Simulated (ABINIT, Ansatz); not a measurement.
# How the form of the self-energy moves the gap of LiCl (Fm-3m)

How much does the gap of LiCl (Fm-3m) depend on the approximation to the self-energy?

Main program and level: ABINIT 10.8.3; PBE and many-body steps on it, plane waves.

## Step 1: Set-up

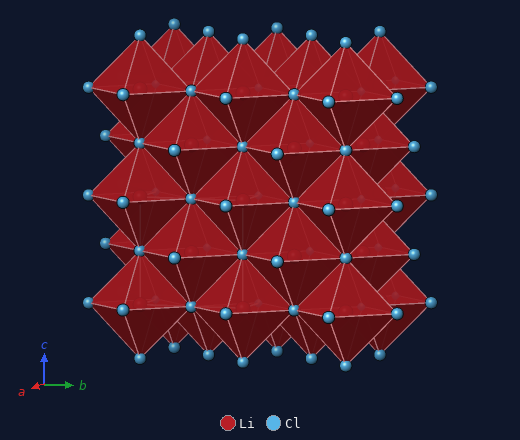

The starting structure, seen slightly off an axis (lithium red, chlorine blue). 1×2×2 cells are drawn. This picture shows the conventional cell, with its axes. Some periodic images of atoms are drawn too.

The cell and positions come from the Crystallography Open Database and are kept as given unless a step says otherwise.

## Step 2: Empty states on the mesh, 6×6×6 mesh, 630 bands

This step: ABINIT 10.8.3; DFT, PBE, plane waves, norm-conserving pseudopotentials.

The sums over transitions need many empty states on a uniform mesh; this step solves for them.

run.abi

```
acell 3*1.0 Angstrom
rprim 
  0.000000000000 2.571500000000 2.571500000000
  2.571500000000 0.000000000000 2.571500000000
  2.571500000000 2.571500000000 -0.000000000000
ntypat 2
znucl 3 17
natom 2
typat 1 2
xred 
  0.000000000000 0.000000000000 0.000000000000
  0.500000000000 0.500000000000 0.500000000000
pp_dirpath "pseudos"
pseudos "Li.upf, Cl.upf"
ecut 33
ngkpt 6 6 6
nshiftk 1
shiftk 0 0 0
kptopt 1
chksymbreak 0
irdden 1
istwfk *1
nband 630
prtvol 0
optdriver 6
gwr_task "HDIAGO"
paral_kgb 0
occopt 1
indata_prefix "in"
outdata_prefix "out"
tmpdata_prefix "tmp"
```

Started as:

```sh
OMP_NUM_THREADS=1 mpirun -n 4 abinit run.abi > log
```

Log:

```text
.Version 10.8.3 of ABINIT. v10.8.2 released Aug 2026.

 Symmetries : space group Fm -3 m (#225); Bravais cF (face-center cubic)
[... echo of the input left out ...]
== DATASET  1 ==================================================================
-   mpi_nproc: 4, omp_nthreads: 1 (-1 if OMP is not activated)

--- !DatasetInfo
iteration_state: {dtset: 1, }
dimensions: {natom: 2, nkpt: 16, mband: 630, nsppol: 1, nspinor: 1, nspden: 1, mpw: 2092, }
cutoff_energies: {ecut:  33.0, pawecutdg:  -1.0, }
[...]
Direct band gap semiconductor
 Fundamental gap:     6.285 (eV)
   VBM:     0.193 (eV) at k: [ 0.0000E+00,  0.0000E+00,  0.0000E+00]
   CBM:     6.477 (eV) at k: [ 0.0000E+00,  0.0000E+00,  0.0000E+00]
 Direct gap:         6.285 (eV) at k: [ 0.0000E+00,  0.0000E+00,  0.0000E+00]

== END DATASET(S) ==============================================================
================================================================================

 -outvars: echo values of variables after computation  --------
           etotal      0.0000000000E+00
            nband         630
             nkpt          16
          spgroup         225
 [... the other variables as echoed above ...]

 Calculation completed.
```

Elapsed: 26 s, on 4 MPI ranks of Intel Xeon Platinum 8375C at 2.90GHz (Ice Lake), shared host; peak memory 1.3 GiB; 1.7 min of CPU time.

Numbers from this step:

* gap: 6.285 eV
* k of the valence top: 0, 0, 0
* k of the conduction bottom: 0, 0, 0
* least direct gap: 6.285 eV
* k points computed: 16
* lowest point of the top converged band, above the valence top: 388.3054 eV

On this mesh the gap is 6.285 eV.

The density comes from a self-consistent run that is not shown.

## Step 3: Screening, 6×6×6 mesh, 256 bands, screening to 283 eV

The RPA dielectric matrix is built and inverted for each q.

This step: RPA screening on PBE, plane waves, norm-conserving pseudopotentials.

Edit run.abi of step 2 so:

```diff
@@ -20,10 +20,11 @@
 chksymbreak 0
-irdden 1
 istwfk *1
-nband 630
-prtvol 0
-optdriver 6
-gwr_task "HDIAGO"
-paral_kgb 0
 occopt 1
+irdwfk 1
+optdriver 3
+nband 256
+ecuteps 10.4
+inclvkb 2
+awtr 1
+symchi 1
 indata_prefix "in"
```

Log:

```text
.Version 10.8.3 of ABINIT. v10.8.2 released Aug 2026.

 Symmetries : space group Fm -3 m (#225); Bravais cF (face-center cubic)
[... echo of the input left out ...]
== DATASET  1 ==================================================================
-   mpi_nproc: 4, omp_nthreads: 1 (-1 if OMP is not activated)

--- !DatasetInfo
iteration_state: {dtset: 1, }
dimensions: {natom: 2, nkpt: 16, mband: 256, nsppol: 1, nspinor: 1, nspden: 1, mpw: 2092, }
cutoff_energies: {ecut:  33.0, pawecutdg:  -1.0, }
electrons: {nelect:   1.00000000E+01, charge:   0.00000000E+00, occopt:   1.00000000E+00, tsmear:   1.00000000E-02, }

 SCREENING: Calculation of the susceptibility and dielectric matrices

 Based on a program developped by R.W. Godby, V. Olevano, G. Onida, and L. Reining.
 Incorporated in ABINIT by V. Olevano, G.-M. Rignanese, and M. Torrent.
.Using double precision arithmetic ; gwpc =  8

[... cell and pseudopotentials left out ...]
--------------------------------------------------------------------------------

 ==== K-mesh for the wavefunctions ====
 Number of points in the irreducible wedge :    16
[... list of points left out ...]
 Together with 48 symmetry operations and time-reversal symmetry
 yields   216 points in the full Brillouin Zone.

 ==== Q-mesh for the screening function ====
 Number of points in the irreducible wedge :    16
[... list of points left out ...]
 Together with 48 symmetry operations and time-reversal symmetry
 yields   216 points in the full Brillouin Zone.

 setmesh: FFT mesh size selected  =    27x   27x   27
          total number of points  =        19683

 vcoul_init : cutoff-mode = AUXILIARY_FUNCTION
 q-points for optical limit:   1
     1)      0.000010    0.000020    0.000030

- screening: taking advantage of time-reversal symmetry
- Maximum band index for partially occupied states nbvw = 5
- Remaining bands to be divided among processors   nbcw = 251
- Number of bands treated by each node ~62

 Number of electrons calculated from density =   10.0000; Expected =   10.0000
 average of density, n =  0.043573
 r_s =    1.7629
 omega_plasma =   20.1355 [eV]

 calculating chi0 at frequencies [eV] :
  1    0.000000E+00    0.000000E+00
  2    0.000000E+00    2.013550E+01

--------------------------------------------------------------------------------
  q-point number  1        q = ( 0.000000, 0.000000, 0.000000) [r.l.u.]
--------------------------------------------------------------------------------
[... chi0 elements left out ...]
 For q-point:  0.000010 0.000020 0.000030
  dielectric constant =   2.7540
  dielectric constant without local fields =   3.2521

  Average fulfillment of the sum rule on Im[epsilon] for q-point    1 :     91.76  [%]
[... wings left out ...]
  q-point number  2        q = ( 0.166667, 0.000000, 0.000000) [r.l.u.]
--------------------------------------------------------------------------------
[... chi0 elements left out ...]
  Average fulfillment of the sum rule on Im[epsilon] for q-point    2 :     93.83  [%]

 [... 14 further q-points ...]
```

Elapsed: 3.1 min, on 4 MPI ranks; peak memory 2 GiB; 12 min of CPU time.

Numbers from this step:

```yaml
eps_infinity_with_local_fields_on_this_mesh_along_the_program_s_q_direction: 2.754
the_same_without_local_fields: 3.252
plasma_frequency: 20.14 eV
plane_waves_in_the_screening_matrix: 339
```

Local fields lower ε∞ by 15 %.

## Step 4: G0W0, Godby-Needs plasmon pole

The self-energy is evaluated for the states that the input lists, and the levels follow from it, in one-shot runs by the linearised quasiparticle equation.

This step: G0W0 on PBE, plane waves, norm-conserving pseudopotentials.

Edit run.abi of step 3 so:

```diff
@@ -23,8 +23,15 @@
 irdwfk 1
-optdriver 3
+optdriver 4
 nband 256
+gwcalctyp 0
+ecutsigx 33
+symsigma 1
+nkptgw 1
+kptgw 
+  0.0000000000 0.0000000000 0.0000000000
+bdgw 
+  3 9
 ecuteps 10.4
-inclvkb 2
-awtr 1
-symchi 1
+irdscr 1
+ppmodel 1
 indata_prefix "in"
```

Log:

```text
.Version 10.8.3 of ABINIT. v10.8.2 released Aug 2026.

 Symmetries : space group Fm -3 m (#225); Bravais cF (face-center cubic)
[... echo of the input left out ...]
== DATASET  1 ==================================================================
-   mpi_nproc: 4, omp_nthreads: 1 (-1 if OMP is not activated)

--- !DatasetInfo
iteration_state: {dtset: 1, }
dimensions: {natom: 2, nkpt: 16, mband: 256, nsppol: 1, nspinor: 1, nspden: 1, mpw: 2092, }
cutoff_energies: {ecut:  33.0, pawecutdg:  -1.0, }
electrons: {nelect:   1.00000000E+01, charge:   0.00000000E+00, occopt:   1.00000000E+00, tsmear:   1.00000000E-02, }

 SIGMA: Calculation of the GW corrections

 Based on a program developped by R.W. Godby, V. Olevano, G. Onida, and L. Reining.
 Incorporated in ABINIT by V. Olevano, G.-M. Rignanese, and M. Torrent.
.Using double precision arithmetic ; gwpc =  8

[... cell and pseudopotentials left out ...]
--------------------------------------------------------------------------------

 ==== K-mesh for the wavefunctions ====
 Number of points in the irreducible wedge :    16
[... list of points left out ...]
 Together with 48 symmetry operations and time-reversal symmetry
 yields   216 points in the full Brillouin Zone.

 ==== Q-mesh for screening function ====
 Number of points in the irreducible wedge :    16
[... list of points left out ...]
 Together with 48 symmetry operations and time-reversal symmetry
 yields   216 points in the full Brillouin Zone.

 vcoul_init : cutoff-mode = AUXILIARY_FUNCTION
 q-points for optical limit:   1
     1)      0.000010    0.000020    0.000030
 setmesh: FFT mesh size selected  =    36x   36x   36
          total number of points  =        46656

 Number of electrons calculated from density =   10.0000; Expected =   10.0000
 average of density, n =  0.043573
 r_s =    1.7629
 omega_plasma =   20.1355 [eV]

 === KS Band Gaps ===
  >>>> For spin  1
   Minimum direct gap =   6.2845 [eV], located at k-point      :   0.0000  0.0000  0.0000
   Fundamental gap    =   6.2845 [eV], Top of valence bands at :   0.0000  0.0000  0.0000
                                       Bottom of conduction at :   0.0000  0.0000  0.0000
 SIGMA fundamental parameters:
 PLASMON POLE MODEL  1
 number of plane-waves for SigmaX                 2085
 number of plane-waves for SigmaC and W            339
 number of plane-waves for wavefunctions          2085
 number of bands                                   256
 number of independent spin polarizations            1
 number of spinorial components                      1
 number of k-points in IBZ                          16
 number of q-points in IBZ                          16
 number of symmetry operations                      48
 number of k-points in BZ                          216
 number of q-points in BZ                          216
 number of frequencies for dSigma/dE                 9
 frequency step for dSigma/dE [eV]                0.25
 number of omega for Sigma on real axis              0
 max omega for Sigma on real axis  [eV]           0.00
 zcut for avoiding poles [eV]                     0.10

 EPSILON^-1 parameters (SCR file):
 dimension of the eps^-1 matrix on file            339
 dimension of the eps^-1 matrix used               339
 number of plane-waves for wavefunctions          2085
 number of bands                                   256
 number of q-points in IBZ                          16
 number of frequencies                               2
 number of real frequencies                          1
 number of imag frequencies                          1

 matrix elements of self-energy operator (all in [eV])

 Perturbative Calculation

--- !SelfEnergy_ee
iteration_state: {dtset: 1, }
kpoint     : [   0.000,    0.000,    0.000, ]
spin       : 1
KS_gap     :    6.285
QP_gap     :    9.030
Delta_QP_KS:    2.745
data: !SigmaeeData |
     Band     E0 <VxcDFT>   SigX SigC(E0)      Z dSigC/dE  Sig(E)    E-E0       E
        3   0.193 -14.693 -19.029   1.762   0.802  -0.247 -16.757  -2.064  -1.871
        4   0.193 -14.693 -19.029   1.762   0.802  -0.247 -16.757  -2.064  -1.871
        5   0.193 -14.693 -19.029   1.762   0.802  -0.247 -16.757  -2.064  -1.871
        6   6.477  -9.170  -4.732  -3.633   0.846  -0.181  -8.488   0.681   7.159
        7  11.985  -9.607  -4.365  -3.847   0.840  -0.191  -8.436   1.171  13.156
        8  11.985  -9.607  -4.365  -3.847   0.840  -0.191  -8.436   1.171  13.156
        9  11.985  -9.607  -4.365  -3.847   0.840  -0.191  -8.436   1.171  13.156

== END DATASET(S) ==============================================================
================================================================================

 -outvars: echo values of variables after computation  --------
           etotal      0.0000000000E+00
            nband         256
             nkpt          16
          spgroup         225
 [... the other variables as echoed above ...]

 Calculation completed.
```

It took 33 s on 4 MPI ranks; peak memory 2.1 GiB; 2.2 min of CPU time.

This step gave:

- G0W0 gap on the points computed: 9.03 eV
- starting gap on the mesh: 6.285 eV
- k of the valence top: 0, 0, 0
- k of the conduction bottom: 0, 0, 0
- Z at the valence top: 0.802
- Z at the conduction bottom: 0.846
- least direct G0W0 gap on the computed points: 9.03 eV

The gap on the mesh goes from 6.28 eV to 9.03 eV, a correction of +2.75 eV.

## Step 5: G0W0, Hybertsen-Louie plasmon pole

Edit run.abi of step 4 so:

```diff
@@ -35,3 +35,3 @@
 irdscr 1
-ppmodel 1
+ppmodel 2
 indata_prefix "in"
```

Log:

```text
.Version 10.8.3 of ABINIT. v10.8.2 released Aug 2026.

 Symmetries : space group Fm -3 m (#225); Bravais cF (face-center cubic)
[... echo of the input left out ...]
== DATASET  1 ==================================================================
-   mpi_nproc: 4, omp_nthreads: 1 (-1 if OMP is not activated)

--- !DatasetInfo
iteration_state: {dtset: 1, }
dimensions: {natom: 2, nkpt: 16, mband: 256, nsppol: 1, nspinor: 1, nspden: 1, mpw: 2092, }
cutoff_energies: {ecut:  33.0, pawecutdg:  -1.0, }
electrons: {nelect:   1.00000000E+01, charge:   0.00000000E+00, occopt:   1.00000000E+00, tsmear:   1.00000000E-02, }

 SIGMA: Calculation of the GW corrections

 Based on a program developped by R.W. Godby, V. Olevano, G. Onida, and L. Reining.
 Incorporated in ABINIT by V. Olevano, G.-M. Rignanese, and M. Torrent.
.Using double precision arithmetic ; gwpc =  8

[... cell and pseudopotentials left out ...]
--------------------------------------------------------------------------------

 ==== K-mesh for the wavefunctions ====
 Number of points in the irreducible wedge :    16
[... list of points left out ...]
 Together with 48 symmetry operations and time-reversal symmetry
 yields   216 points in the full Brillouin Zone.

 ==== Q-mesh for screening function ====
 Number of points in the irreducible wedge :    16
[... list of points left out ...]
 Together with 48 symmetry operations and time-reversal symmetry
 yields   216 points in the full Brillouin Zone.

 vcoul_init : cutoff-mode = AUXILIARY_FUNCTION
 q-points for optical limit:   1
     1)      0.000010    0.000020    0.000030
 setmesh: FFT mesh size selected  =    36x   36x   36
          total number of points  =        46656

 Number of electrons calculated from density =   10.0000; Expected =   10.0000
[...]
number of q-points in BZ                          216
 number of frequencies for dSigma/dE                 9
 frequency step for dSigma/dE [eV]                0.25
 number of omega for Sigma on real axis              0
 max omega for Sigma on real axis  [eV]           0.00
 zcut for avoiding poles [eV]                     0.10

 EPSILON^-1 parameters (SCR file):
 dimension of the eps^-1 matrix on file            339
 dimension of the eps^-1 matrix used               339
 number of plane-waves for wavefunctions          2085
 number of bands                                   256
 number of q-points in IBZ                          16
 number of frequencies                               2
 number of real frequencies                          1
 number of imag frequencies                          1

 matrix elements of self-energy operator (all in [eV])

 Perturbative Calculation

--- !SelfEnergy_ee
iteration_state: {dtset: 1, }
kpoint     : [   0.000,    0.000,    0.000, ]
spin       : 1
KS_gap     :    6.285
QP_gap     :    9.308
Delta_QP_KS:    3.024
data: !SigmaeeData |
     Band     E0 <VxcDFT>   SigX SigC(E0)      Z dSigC/dE  Sig(E)    E-E0       E
        3   0.193 -14.693 -19.029   1.277   0.836  -0.196 -17.251  -2.558  -2.365
        4   0.193 -14.693 -19.029   1.277   0.836  -0.196 -17.251  -2.558  -2.365
        5   0.193 -14.693 -19.029   1.277   0.836  -0.196 -17.251  -2.558  -2.365
        6   6.477  -9.170  -4.732  -3.905   0.874  -0.144  -8.704   0.466   6.943
        7  11.985  -9.607  -4.365  -4.110   0.871  -0.148  -8.621   0.985  12.970
        8  11.985  -9.607  -4.365  -4.110   0.871  -0.148  -8.621   0.985  12.970
        9  11.985  -9.607  -4.365  -4.110   0.871  -0.148  -8.621   0.985  12.970

== END DATASET(S) ==============================================================
================================================================================

 -outvars: echo values of variables after computation  --------
           etotal      0.0000000000E+00
            nband         256
             nkpt          16
          spgroup         225
 [... the other variables as echoed above ...]

 Calculation completed.
```

The job ended after 33 s (4 MPI ranks; peak memory 2 GiB).

Numbers from this step:

```
G0W0 gap on the points computed              : 9.308 eV
starting gap on the mesh                     : 6.285 eV
k of the valence top                         : 0, 0, 0
k of the conduction bottom                   : 0, 0, 0
Z at the valence top                         : 0.836
Z at the conduction bottom                   : 0.874
least direct G0W0 gap on the computed points : 9.308 eV
```

Against G0W0 in ABINIT (6×6×6 mesh, 256 bands, screening to 283 eV, Godby-Needs plasmon pole), the gap moves by +0.278 eV.

## Step 6: G0W0, Engel-Farid plasmon pole

Edit run.abi of step 5 so:

```diff
@@ -35,3 +35,3 @@
 irdscr 1
-ppmodel 2
+ppmodel 4
 indata_prefix "in"
```

Log:

```text
.Version 10.8.3 of ABINIT. v10.8.2 released Aug 2026.

 Symmetries : space group Fm -3 m (#225); Bravais cF (face-center cubic)
[... echo of the input left out ...]
== DATASET  1 ==================================================================
-   mpi_nproc: 4, omp_nthreads: 1 (-1 if OMP is not activated)

--- !DatasetInfo
iteration_state: {dtset: 1, }
dimensions: {natom: 2, nkpt: 16, mband: 256, nsppol: 1, nspinor: 1, nspden: 1, mpw: 2092, }
cutoff_energies: {ecut:  33.0, pawecutdg:  -1.0, }
[...]
7  11.985  -9.607  -4.365  -4.026   0.851  -0.176  -8.573   1.034  13.019
        8  11.985  -9.607  -4.365  -4.026   0.851  -0.176  -8.573   1.034  13.019
        9  11.985  -9.607  -4.365  -4.026   0.851  -0.176  -8.573   1.034  13.019

== END DATASET(S) ==============================================================
================================================================================

 -outvars: echo values of variables after computation  --------
           etotal      0.0000000000E+00
            nband         256
             nkpt          16
          spgroup         225
 [... the other variables as echoed above ...]

 Calculation completed.
```

Elapsed: 17 s, on 4 MPI ranks; peak memory 1.8 GiB.

Numbers from this step:

* G0W0 gap on the points computed: 9.226 eV
* starting gap on the mesh: 6.285 eV
* k of the valence top: 0, 0, 0
* k of the conduction bottom: 0, 0, 0
* least direct G0W0 gap on the computed points: 9.226 eV

Against G0W0 in ABINIT (6×6×6 mesh, 256 bands, screening to 283 eV, Godby-Needs plasmon pole), the gap moves by +0.196 eV.

## Step 7: One-shot Hartree-Fock

This step: one-shot Hartree-Fock on PBE, plane waves, norm-conserving pseudopotentials.

Edit run.abi of step 6 so:

```diff
@@ -24,4 +24,4 @@
 optdriver 4
-nband 256
-gwcalctyp 0
+nband 9
+gwcalctyp 5
 ecutsigx 33
@@ -33,5 +33,4 @@
   3 9
-ecuteps 10.4
-irdscr 1
-ppmodel 4
+ixc_sigma 40
+fftgw 31
 indata_prefix "in"
```

Log:

```text
.Version 10.8.3 of ABINIT. v10.8.2 released Aug 2026.

 Symmetries : space group Fm -3 m (#225); Bravais cF (face-center cubic)
[... echo of the input left out ...]
== DATASET  1 ==================================================================
-   mpi_nproc: 4, omp_nthreads: 1 (-1 if OMP is not activated)

--- !DatasetInfo
iteration_state: {dtset: 1, }
dimensions: {natom: 2, nkpt: 16, mband: 9, nsppol: 1, nspinor: 1, nspden: 1, mpw: 2092, }
cutoff_energies: {ecut:  33.0, pawecutdg:  -1.0, }
[...]
7  11.985  -9.607  -4.365   0.000   1.000   0.000  -4.365   5.242  17.227
        8  11.985  -9.607  -4.365   0.000   1.000   0.000  -4.365   5.242  17.227
        9  11.985  -9.607  -4.365   0.000   1.000   0.000  -4.365   5.242  17.227

== END DATASET(S) ==============================================================
================================================================================

 -outvars: echo values of variables after computation  --------
           etotal      0.0000000000E+00
            nband           9
             nkpt          16
          spgroup         225
 [... the other variables as echoed above ...]

 Calculation completed.
```

It took 2.2 s on 4 MPI ranks; peak memory 0.16 GiB.

This step gave:

| Property | Result |
| --- | --- |
| quasiparticle gap on the points computed | 15.06 eV |
| starting gap on the mesh | 6.285 eV |
| k of the valence top | 0, 0, 0 |
| k of the conduction bottom | 0, 0, 0 |
| least direct quasiparticle gap on the computed points | 15.06 eV |

Against G0W0 in ABINIT (6×6×6 mesh, 256 bands, screening to 283 eV, Godby-Needs plasmon pole), the gap moves by +6.028 eV.

(Part 1 of 2 ends here.)

[Paths, hosts, dates, memory and timing lines, banners, echoed tables and standing remarks are left out of the program output.]

[Logs are printed without paths, hosts, clocks, repeated set-up lines and the standing remarks that a program may print on its own settings, such as how far it seeks lower states.]

[Runs of the session that timed out or met a known fault of the program may be left out.]

[Hosts, paths, dates, database ids (printed as entryN), source tags and the programs' standing remarks are cut or masked in the printed files.]

[G0W0 gaps are taken among the corrected bands and points alone; a level outside them can change the order at an edge.]

[Where Ansatz stands beside ABINIT at settings called matched, ABINIT's density can come from a denser mesh and the files from another edition; pairs whose starting gaps differed by over 0.03 eV were left out, so agreement reads better than it is.]
